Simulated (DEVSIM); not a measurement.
Device: Mo/AlN/p-GaAs capacitor, at 450 K.

| layer (left to right) | material | thickness (nm) | Na (cm⁻³) |
|---|---|---|---|
| 1 | AlN | 2.50 | - |
| 2 | GaAs | 4200 | 2.4e16 |

Metal gate on the left, work function 4.6 eV. Fixed charge at the semiconductor interface -1.2e11 cm⁻² (in units of +e); no interface traps.

The device is made up for the run: typed textbook-type constants, with dimensions and the other settings drawn at random. Values at 300 K; Nc and Nv go as T^1.5, mobilities as T to minus their exponent, the gap by Varshni's rule with the affinity fixed.

| parameter | AlN | GaAs |
|---|---|---|
| gap (eV) | 6.1 | 1.424 |
| affinity (eV) | 1.9 | 4.07 |
| permittivity | 8.5 | 12.9 |
| Nc (cm⁻³) | - | 4.7e17 |
| Nv (cm⁻³) | - | 9e18 |
| Varshni α (eV/K) | - | 0.000541 |
| Varshni β (K) | - | 204 |

DEVSIM, 1D Poisson equation in equilibrium, Boltzmann statistics, complete ionisation; no quantum confinement or tunnelling. Metal contacts follow the ideal Schottky-Mott rule: no Fermi-level pinning, no interface dipoles.

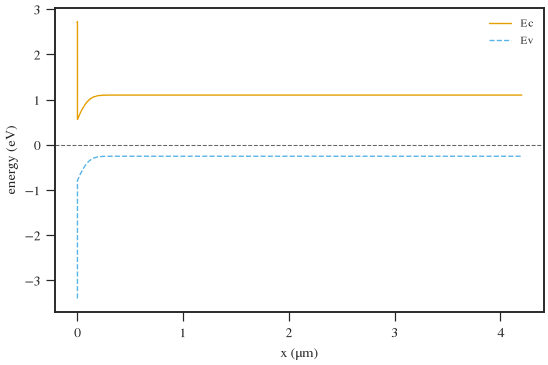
*Band edges at 0.0 V on the gate*

Energies count from the Fermi level of the right contact; mesh points crowd at the junctions.

```json
[
 {"x (μm)": "0.000", "Ec (eV)": "2.700", "Ev (eV)": "-3.400", "n (cm⁻³)": "< 1e2", "p (cm⁻³)": "< 1e2", "field (V/cm)": "110000"},
 {"x (μm)": "0.0008929", "Ec (eV)": "2.710", "Ev (eV)": "-3.390", "n (cm⁻³)": "< 1e2", "p (cm⁻³)": "< 1e2", "field (V/cm)": "110000"},
 {"x (μm)": "0.001787", "Ec (eV)": "2.720", "Ev (eV)": "-3.380", "n (cm⁻³)": "< 1e2", "p (cm⁻³)": "< 1e2", "field (V/cm)": "110000"},
 {"x (μm)": "0.002668", "Ec (eV)": "0.559", "Ev (eV)": "-0.794", "n (cm⁻³)": "4.7e11", "p (cm⁻³)": "2.1e10", "field (V/cm)": "58000"},
 {"x (μm)": "0.004890", "Ec (eV)": "0.572", "Ev (eV)": "-0.781", "n (cm⁻³)": "3.4e11", "p (cm⁻³)": "3.0e10", "field (V/cm)": "57000"},
 {"x (μm)": "0.008822", "Ec (eV)": "0.595", "Ev (eV)": "-0.759", "n (cm⁻³)": "1.9e11", "p (cm⁻³)": "5.3e10", "field (V/cm)": "56000"},
 {"x (μm)": "0.01711", "Ec (eV)": "0.640", "Ev (eV)": "-0.713", "n (cm⁻³)": "5.9e10", "p (cm⁻³)": "1.7e11", "field (V/cm)": "53000"},
 {"x (μm)": "0.04491", "Ec (eV)": "0.775", "Ev (eV)": "-0.578", "n (cm⁻³)": "1.8e9", "p (cm⁻³)": "5.5e12", "field (V/cm)": "44000"},
 {"x (μm)": "0.09316", "Ec (eV)": "0.948", "Ev (eV)": "-0.406", "n (cm⁻³)": "2.1e7", "p (cm⁻³)": "4.7e14", "field (V/cm)": "28000"},
 {"x (μm)": "0.1948", "Ec (eV)": "1.086", "Ev (eV)": "-0.267", "n (cm⁻³)": "590000", "p (cm⁻³)": "1.7e16", "field (V/cm)": "3800"},
 {"x (μm)": "0.4091", "Ec (eV)": "1.100", "Ev (eV)": "-0.253", "n (cm⁻³)": "420000", "p (cm⁻³)": "2.4e16", "field (V/cm)": "≈ 0"},
 {"x (μm)": "1.091", "Ec (eV)": "1.100", "Ev (eV)": "-0.253", "n (cm⁻³)": "420000", "p (cm⁻³)": "2.4e16", "field (V/cm)": "≈ 0"},
 {"x (μm)": "2.240", "Ec (eV)": "1.100", "Ev (eV)": "-0.253", "n (cm⁻³)": "420000", "p (cm⁻³)": "2.4e16", "field (V/cm)": "≈ 0"},
 {"x (μm)": "3.272", "Ec (eV)": "1.100", "Ev (eV)": "-0.253", "n (cm⁻³)": "420000", "p (cm⁻³)": "2.4e16", "field (V/cm)": "≈ 0"},
 {"x (μm)": "3.855", "Ec (eV)": "1.100", "Ev (eV)": "-0.253", "n (cm⁻³)": "420000", "p (cm⁻³)": "2.4e16", "field (V/cm)": "≈ 0"},
 {"x (μm)": "4.038", "Ec (eV)": "1.100", "Ev (eV)": "-0.253", "n (cm⁻³)": "420000", "p (cm⁻³)": "2.4e16", "field (V/cm)": "≈ 0"},
 {"x (μm)": "4.125", "Ec (eV)": "1.100", "Ev (eV)": "-0.253", "n (cm⁻³)": "420000", "p (cm⁻³)": "2.4e16", "field (V/cm)": "≈ 0"},
 {"x (μm)": "4.166", "Ec (eV)": "1.100", "Ev (eV)": "-0.253", "n (cm⁻³)": "420000", "p (cm⁻³)": "2.4e16", "field (V/cm)": "≈ 0"},
 {"x (μm)": "4.190", "Ec (eV)": "1.100", "Ev (eV)": "-0.253", "n (cm⁻³)": "420000", "p (cm⁻³)": "2.4e16", "field (V/cm)": "≈ 0"},
 {"x (μm)": "4.197", "Ec (eV)": "1.100", "Ev (eV)": "-0.253", "n (cm⁻³)": "420000", "p (cm⁻³)": "2.4e16", "field (V/cm)": "≈ 0"},
 {"x (μm)": "4.201", "Ec (eV)": "1.100", "Ev (eV)": "-0.253", "n (cm⁻³)": "420000", "p (cm⁻³)": "2.4e16", "field (V/cm)": "≈ 0"},
 {"x (μm)": "4.202", "Ec (eV)": "1.100", "Ev (eV)": "-0.253", "n (cm⁻³)": "420000", "p (cm⁻³)": "2.4e16", "field (V/cm)": "≈ 0"}
]
```
